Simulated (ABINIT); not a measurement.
# Excitons of BaTiO3 (P4mm): kernels and approximations

Aim: the absorption spectrum of BaTiO3 (P4mm) with electron-hole interaction, and what each part of the kernel does.

Program: ABINIT 10.8.3. Level of theory: PBE and many-body steps on it, plane waves. Results are calculated unless marked as measured.

**1. Starting point**

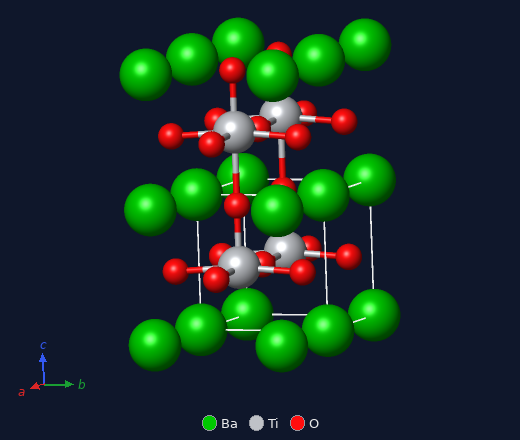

The cell as given, slightly off an axis (barium green, titanium light grey, oxygen red). 2×1×2 cells are drawn. Some periodic images of atoms are drawn too.

The cell and positions come from the Crystallography Open Database and are kept as given unless a step says otherwise. Spin-orbit coupling is left out unless a step names it.

**2. Empty states on the mesh, 4×4×4 mesh, 83 bands**

This step: ABINIT 10.8.3; DFT, PBE, plane waves, norm-conserving pseudopotentials.

The sums over transitions need many empty states on a uniform mesh; this step solves for them.

The input, run.abi:

```
acell 3*1.0 Angstrom
rprim 
  3.990480000000 0.000000000000 0.000000000000
  0.000000000000 3.990480000000 0.000000000000
  0.000000000000 0.000000000000 4.023030000000
ntypat 3
znucl 56 22 8
natom 5
typat 1 2 3 3 3
xred 
  0.000000000000 0.000000000000 0.000000000000
  0.500000000000 0.500000000000 0.522000000000
  0.500000000000 0.500000000000 0.979000000000
  0.500000000000 0.000000000000 0.488000000000
  0.000000000000 0.500000000000 0.488000000000
pp_dirpath "pseudos"
pseudos "Ba.upf, Ti.upf, O.upf"
ecut 38
ngkpt 4 4 4
nshiftk 1
shiftk 0 0 0
kptopt 1
chksymbreak 0
iscf -2
irdden 1
istwfk *1
nband 83
nbdbuf 6
tolwfr 1e-09
nstep 60
prtvol 0
indata_prefix "in"
outdata_prefix "out"
tmpdata_prefix "tmp"
```

On the command line:

```
> OMP_NUM_THREADS=1 mpirun -n 4 abinit run.abi > log
```

Numbers of over 12 decimals in the logs are rounded to 6 here.

Output:

```text
.Version 10.8.3 of ABINIT. v10.8.2 released Aug 2026.

 Symmetries : space group P4 m m (# 99); Bravais tP (primitive tetrag.)
[... echo of the input left out ...]
== DATASET  1 ==================================================================
-   mpi_nproc: 4, omp_nthreads: 1 (-1 if OMP is not activated)

--- !DatasetInfo
iteration_state: {dtset: 1, }
dimensions: {natom: 5, nkpt: 18, mband: 83, nsppol: 1, nspinor: 1, nspden: 1, mpw: 4868, }
cutoff_energies: {ecut:  38.0, pawecutdg:  -1.0, }
[...]
1.59815    1.62078    1.64048    1.64124    1.64124    1.76859    1.81731    1.82792
   1.83685    1.83685    1.85902    1.85902    1.88221    1.88323    1.89032    1.89032
   1.91821    1.92263    1.94268
 prteigrs : prtvol=0 or 1, do not print more k-points.

== END DATASET(S) ==============================================================
================================================================================

 -outvars: echo values of variables after computation  --------
            nband          83
             nkpt          18
          spgroup          99
 [... the other variables as echoed above ...]

 Calculation completed.
```

Run time: 62 s. Hardware: 4 MPI ranks of Arm Neoverse V1, shared host; peak memory 0.39 GiB.

Numbers from this step:

```yaml
gap: 1.851 eV
k_of_the_valence_top: 0.5, 0.5, 0.5
k_of_the_conduction_bottom: 0, 0, 0
least_direct_gap: 2.222 eV
k_points_computed: 18
lowest_point_of_the_top_converged_band_above_the_valence_top: 43.55 eV
```

On this mesh the gap is 1.851 eV.

The density comes from a self-consistent run that is not shown.

**3. Screening, 4×4×4 mesh, 77 bands, screening to 119.7 eV**

The RPA dielectric matrix is built and inverted for each q.

This step: RPA screening on PBE, plane waves, norm-conserving pseudopotentials.

run.abi, as its differences from that of step 2:

```diff
@@ -23,10 +23,11 @@
 chksymbreak 0
-iscf -2
-irdden 1
 istwfk *1
-nband 83
-nbdbuf 6
-tolwfr 1e-09
-nstep 60
-prtvol 0
+occopt 1
+irdwfk 1
+optdriver 3
+nband 77
+ecuteps 4.4
+inclvkb 2
+awtr 1
+symchi 1
 indata_prefix "in"
```

Output:

```text
.Version 10.8.3 of ABINIT. v10.8.2 released Aug 2026.

 Symmetries : space group P4 m m (# 99); Bravais tP (primitive tetrag.)
[... echo of the input left out ...]
== DATASET  1 ==================================================================
-   mpi_nproc: 4, omp_nthreads: 1 (-1 if OMP is not activated)

--- !DatasetInfo
iteration_state: {dtset: 1, }
dimensions: {natom: 5, nkpt: 18, mband: 77, nsppol: 1, nspinor: 1, nspden: 1, mpw: 4868, }
cutoff_energies: {ecut:  38.0, pawecutdg:  -1.0, }
[...]
--------------------------------------------------------------------------------
[... chi0 elements left out ...]
 For q-point:  0.000010 0.000020 0.000030
  dielectric constant =   5.7978
  dielectric constant without local fields =   6.4121

  Average fulfillment of the sum rule on Im[epsilon] for q-point    1 :     50.63  [%]
[... wings left out ...]
  q-point number  2        q = ( 0.250000, 0.000000, 0.000000) [r.l.u.]
--------------------------------------------------------------------------------
[... chi0 elements left out ...]
  Average fulfillment of the sum rule on Im[epsilon] for q-point    2 :     67.10  [%]

 [... 16 further q-points ...]
```

Wall time 97 s (4 MPI ranks); peak memory 1.4 GiB.

Numbers from this step:

```yaml
eps_infinity_with_local_fields_on_this_mesh_along_the_program_s_q_direction: 5.798
the_same_without_local_fields: 6.412
plasma_frequency: 29.34 eV
plane_waves_in_the_screening_matrix: 179
```

Local fields lower ε∞ by 10 %. On a Γ-centred mesh this coarse the value itself is usually too large, while a short band sum pulls it down.

**4. Self-energy, 4×4×4 mesh, 77 bands, screening to 119.7 eV**

The self-energy is evaluated for the states that the input lists, and the levels follow from it, in one-shot runs by the linearised quasiparticle equation.

This step: G0W0 on PBE, plane waves, norm-conserving pseudopotentials.

run.abi, as its differences from that of step 3:

```diff
@@ -26,8 +26,17 @@
 irdwfk 1
-optdriver 3
+optdriver 4
 nband 77
+gwcalctyp 0
+ecutsigx 38
+symsigma 1
+nkptgw 2
+kptgw 
+  0.5000000000 0.5000000000 0.5000000000
+  0.0000000000 0.0000000000 0.0000000000
+bdgw 
+  18 23
+  19 23
 ecuteps 4.4
-inclvkb 2
-awtr 1
-symchi 1
+irdscr 1
+ppmodel 1
 indata_prefix "in"
```

Output:

```text
.Version 10.8.3 of ABINIT. v10.8.2 released Aug 2026.

 Symmetries : space group P4 m m (# 99); Bravais tP (primitive tetrag.)
[... echo of the input left out ...]
== DATASET  1 ==================================================================
-   mpi_nproc: 4, omp_nthreads: 1 (-1 if OMP is not activated)

--- !DatasetInfo
iteration_state: {dtset: 1, }
dimensions: {natom: 5, nkpt: 18, mband: 77, nsppol: 1, nspinor: 1, nspden: 1, mpw: 4868, }
cutoff_energies: {ecut:  38.0, pawecutdg:  -1.0, }
[...]
Band     E0 <VxcDFT>   SigX SigC(E0)      Z dSigC/dE  Sig(E)    E-E0       E
[...]
22   8.936 -19.060 -12.059  -4.707   0.780  -0.281 -17.269   1.791  10.727
       23   8.936 -19.060 -12.059  -4.707   0.780  -0.281 -17.269   1.791  10.727

== END DATASET(S) ==============================================================
================================================================================

 -outvars: echo values of variables after computation  --------
           etotal      0.0000000000E+00
            nband          77
             nkpt          18
          spgroup          99
 [... the other variables as echoed above ...]

 Calculation completed.
```

Wall time 12 s (4 MPI ranks); peak memory 1 GiB; 47 s of CPU time.

This step gave:

```yaml
g0w0_gap_on_the_points_computed: 3.435 eV
starting_gap_on_the_mesh: 1.851 eV
k_of_the_valence_top: 0.5, 0.5, 0.5
k_of_the_conduction_bottom: 0, 0, 0
least_direct_g0w0_gap_on_the_computed_points: 3.811 eV
```

The gap on the mesh goes from 1.85 eV to 3.43 eV, a correction of +1.58 eV.

The gap opens by 1.584 eV; the next steps shift the empty bands rigidly by 1.584 eV.

**5. Excitons**

Optical absorption needs the electron-hole interaction, solved here in a basis of vertical transitions on the mesh.

This step: Bethe-Salpeter equation on PBE with a scissors shift, plane waves, norm-conserving pseudopotentials.

run.abi, as its differences from that of step 4:

```diff
@@ -26,17 +26,17 @@
 irdwfk 1
-optdriver 4
-nband 77
-gwcalctyp 0
-ecutsigx 38
-symsigma 1
-nkptgw 2
-kptgw 
-  0.5000000000 0.5000000000 0.5000000000
-  0.0000000000 0.0000000000 0.0000000000
-bdgw 
-  18 23
-  19 23
-ecuteps 4.4
+optdriver 99
+bs_calctype 1
+mbpt_sciss 1.584 eV
+bs_loband 15
+nband 26
+bs_exchange_term 1
+bs_coulomb_term 11
+bs_coupling 0
+bs_algorithm 1
+bs_freq_mesh 0 10 0.1 eV
+zcut 0.15 eV
+ecuteps 4
+ecutwfn 19
+inclvkb 2
 irdscr 1
-ppmodel 1
 indata_prefix "in"
```

Output:

```text
.Version 10.8.3 of ABINIT. v10.8.2 released Aug 2026.

 Symmetries : space group P4 m m (# 99); Bravais tP (primitive tetrag.)
[... echo of the input left out ...]
== DATASET  1 ==================================================================
-   mpi_nproc: 4, omp_nthreads: 1 (-1 if OMP is not activated)

--- !DatasetInfo
iteration_state: {dtset: 1, }
dimensions: {natom: 5, nkpt: 18, mband: 26, nsppol: 1, nspinor: 1, nspden: 1, mpw: 1743, }
cutoff_energies: {ecut:  19.0, pawecutdg:  -1.0, }
electrons: {nelect:   4.00000000E+01, charge:   0.00000000E+00, occopt:   1.00000000E+00, tsmear:   1.00000000E-02, }

 Exciton: Calculation of dielectric properties by solving the Bethe-Salpeter equation
 in frequency domain and reciprocal space on a transitions basis set.
 Based on a program developed by L. Reining, V. Olevano, F. Sottile,
 S. Albrecht, and G. Onida. Incorporated in ABINIT by M. Giantomassi.

.Using double precision arithmetic ; gwpc =  8

[... cell and pseudopotentials left out ...]
--------------------------------------------------------------------------------

 ==== K-mesh for the wavefunctions ====
 Number of points in the irreducible wedge :    18
[... list of points left out ...]
 Together with  8 symmetry operations and time-reversal symmetry
 yields    64 points in the full Brillouin Zone.

 ==== Q-mesh for the screening function ====
 Number of points in the irreducible wedge :    18
[... list of points left out ...]
 Together with  8 symmetry operations and time-reversal symmetry
 yields    64 points in the full Brillouin Zone.

 vcoul_init : cutoff-mode = AUXILIARY_FUNCTION
 q-points for optical limit:   1
     1)      0.000010    0.000020    0.000030
 setmesh: FFT mesh size selected  =    24x   24x   24
          total number of points  =        13824

 ==== Fundamental parameters for the solution of the Bethe-Salpeter equation: ====
 Algorithm: Direct diagonalization.
 Dimension of the v, W matrices,  npweps  = 171
 Cutoff for the wavefunctions,    npwwfn  = 1743
 Number of k-points in the IBZ,   nkibz   = 18
 Highest empty band included,     nband   = 26
 === Spin UP ===
 Number of resonant transitions          2304
 Lowest occupied state                   15
 Highest occupied state                  20
 Lowest unoccupied state                 21
 Highest unoccupied state                26
 Minimum frequency [eV]           Emin    =   0.00
 Maximum frequency [eV]           Emax    =  10.00
 Frequency step [eV]              dE      =   0.10
 Lorentzian broadening [eV]       eta     =   0.15
 RPA L0 with KS energies and KS wavefunctions
 Scissors operator energy [eV] =          1.58
 Local fields effects (v term) included
 Excitonic effects (W term) included
 Full W_GG' included
 W is read from an external SCR file
 Resonant-only calculation (Hermitian case)

 Calculating epsilon_Macro(q-->0,w), along the following directions:
 q = (  1.200174  0.000000  0.000000) [r.l.u.]
 q = (  0.000000  1.200174  0.000000) [r.l.u.]
 q = (  0.000000  0.000000  1.209964) [r.l.u.]
 q = (  1.200174  0.000000  0.000000) [r.l.u.]
 q = (  0.000000  1.200174  0.000000) [r.l.u.]
 q = (  0.000000  0.000000  1.209964) [r.l.u.]
 Number of electrons calculated from density =   39.9726; Expected =   40.0000
 average of density, n =  0.092462
 r_s =    1.3719
 omega_plasma =   29.3317 [eV]

. Writing resonant excitonic Hamiltonian on file out_BSR; file size=   0.04 [Gb].
 Direct diagonalization of the resonant excitonic Hamiltonian, Matrix size= 2304
. Using LAPACK sequential version.
 Excitonic eigenvalues in eV up to n=   32
   3.30672   3.30673   3.42193   3.58351   3.58352   3.64379   3.64379   3.70135
   3.70155   3.70829   3.72448   3.75726   3.75727   3.87778   3.87778   4.05018
   4.05020   4.09386   4.09444   4.12658   4.14789   4.20758   4.22698   4.22716
   4.24253   4.30020   4.32761   4.32808   4.34345   4.34407   4.38836   4.40525

 First excitonic eigenvalue=    3.31 [eV]
 Last  excitonic eigenvalue=   13.14 [eV]

 GW  direct gap       3.81  0.00 [eV]
 EXC direct gap       3.31  0.00 [eV]
 EXC binding energy   0.50  0.00 [eV]

 Excitonic eigenvalues up to the GW energy gap [eV]
  1 (  3.31  0.00)
  2 (  3.31  0.00)
  3 (  3.42  0.00)
  4 (  3.58  0.00)
  5 (  3.58  0.00)
  6 (  3.64  0.00)
[...]
11 (  3.72  0.00)
 12 (  3.76  0.00)
 13 (  3.76  0.00)

 Macroscopic dielectric function:
 omega [eV] <KS_RPA_nlf>  <GW_RPA_nlf>  <BSE>
   0.0000   4.4664   0.0000   3.5616   0.0000   3.9582   0.0000
   0.1000   4.4685   0.0062   3.5623   0.0021   3.9594   0.0035
   0.2000   4.4746   0.0124   3.5645   0.0043   3.9629   0.0071
   0.3000   4.4849   0.0188   3.5680   0.0064   3.9688   0.0107
   0.4000   4.4996   0.0254   3.5730   0.0086   3.9772   0.0144
   0.5000   4.5186   0.0323   3.5795   0.0108   3.9880   0.0182
   0.6000   4.5424   0.0396   3.5874   0.0131   4.0013   0.0221
   0.7000   4.5711   0.0474   3.5969   0.0154   4.0173   0.0261
   0.8000   4.6051   0.0559   3.6079   0.0178   4.0360   0.0303
   0.9000   4.6449   0.0651   3.6205   0.0203   4.0575   0.0348

 Writing KS-RPA macroscopic dielectric function without local fields to file: out_RPA_NLF_MDF
 Writing GW-RPA macroscopic dielectric function without local fields to file: out_GW_NLF_MDF
 Writing EXC Macroscopic dielectric function to file: out_EXC_MDF

== END DATASET(S) ==============================================================
================================================================================

 -outvars: echo values of variables after computation  --------
           etotal      0.0000000000E+00
            nband          26
             nkpt          18
          spgroup          99
 [... the other variables as echoed above ...]

 Calculation completed.
```

The job ended after 3.2 min (4 MPI ranks; peak memory 0.59 GiB; 13 min of CPU time).

Numbers from this step:

```
direct gap of the transition levels                            : 3.806 eV
transitions in the window                                      : 2304
first strong exciton (over a fiftieth of the strongest listed) : 3.307 eV
lowest state                                                   : 3.307 eV
binding of the lowest state below the direct gap               : 0.4989 eV
Coulomb term of one mesh cell                                  : 0.4407 eV
```

The binding is 1.1 times the screened Coulomb term of one mesh cell (0.44 eV), so it is not shown settled.

The lowest state lies at 3.307 eV, 0.499 eV under the direct gap.

Lines within 3 meV are set at the lowest of them, and the highest group, which the list may cut short, is left out; lines within 3 meV are set at the lowest of them, and the highest group, which the list may cut short, is left out. Exciton lines, with heights relative to the strongest:

| position (eV) | lines merged | oscillator strength, relative |
| --- | --- | --- |
| 3.307 | 2 | 100 |
| 3.422 | 1 | 0.0 |
| 3.583 | 2 | 51 |
| 3.644 | 2 | 0.1 |
| 3.701 | 2 | 0.0 |
| 3.708 | 1 | 0.0 |
| 3.724 | 1 | 5.4 |
| 3.757 | 2 | 37 |

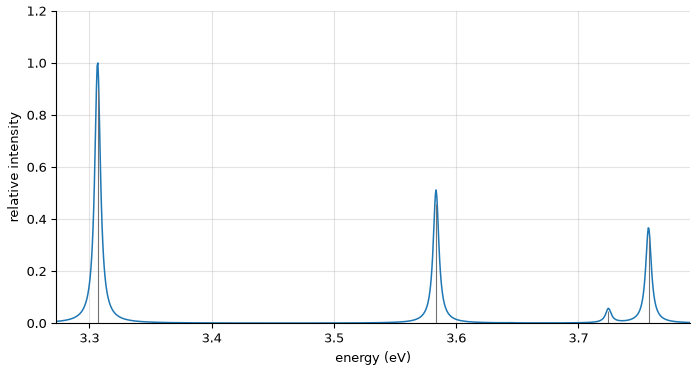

The exciton spectrum, broadened with Lorentzians of width 0.0056 eV; bars mark the lines.

The ε₂ has structure finer than the step of the table below, so its rows give means over 0.5 eV, whole bins alone (the curve runs from 0 to 10 eV). Peaks (eV: height): BSE 4.80: 8.69, 6.80: 5.39; no electron-hole interaction 5.90: 9.07, 7.40: 5.26; Kohn-Sham, no shift 4.30: 9.11, 5.80: 5.31.

Mean over the three Cartesian directions of q; broadening 0.15 eV; transition window only. Limits: finite bands, cutoff and mesh; no spin-orbit coupling; coarse k mesh; exciton not shown settled in the k mesh. Table of ε₂ by photon energy; means over each step:

```
photon energy (eV)     BSE  no electron-hole interaction  Kohn-Sham, no shift
               0.5  0.0183                        0.0109               0.0328
               1.0  0.0399                        0.0230               0.0771
               1.5  0.0698                        0.0380                0.167
               2.0   0.121                        0.0587                0.663
               2.5   0.243                        0.0924                 1.83
               3.0    1.05                         0.164                 1.84
               3.5    2.71                         0.512                 3.85
               4.0    2.86                          1.75                 7.47
               4.5    6.29                          1.78                 7.41
               5.0    7.28                          3.35                 4.13
               5.5    5.05                          6.89                 3.42
               6.0    3.68                          7.95                 4.41
               6.5    3.22                          4.52                 3.31
               7.0    3.61                          3.19                 2.43
               7.5    2.63                          4.58                 2.47
               8.0    2.16                          3.39                 2.38
               8.5    2.09                          2.64                 1.69
               9.0    2.26                          2.38                 1.53
               9.5    1.59                          2.51                0.747
```

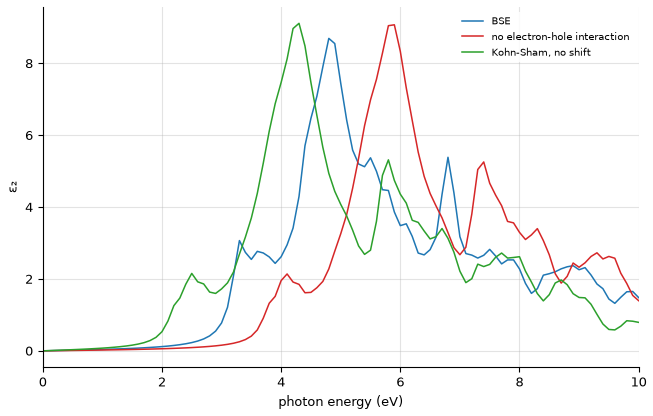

ε₂, plotted against photon energy.

(Part 1 of 3 ends here.)

[Paths, hosts, dates, memory and timing lines, banners, echoed tables and standing remarks are left out of the program output.]

[Logs are printed without paths, hosts, clocks, repeated set-up lines and the standing remarks that a program may print on its own settings, such as how far it seeks lower states.]

[Runs of the session that timed out or met a known fault of the program may be left out.]

[Hosts, paths, dates, database ids (printed as entryN), source tags and the programs' standing remarks are cut or masked in the printed files.]

[G0W0 gaps are taken among the corrected bands and points alone; a level outside them can change the order at an edge.]

[Where Ansatz stands beside ABINIT at settings called matched, ABINIT's density can come from a denser mesh and the files from another edition; pairs whose starting gaps differed by over 0.03 eV were left out, so agreement reads better than it is.]
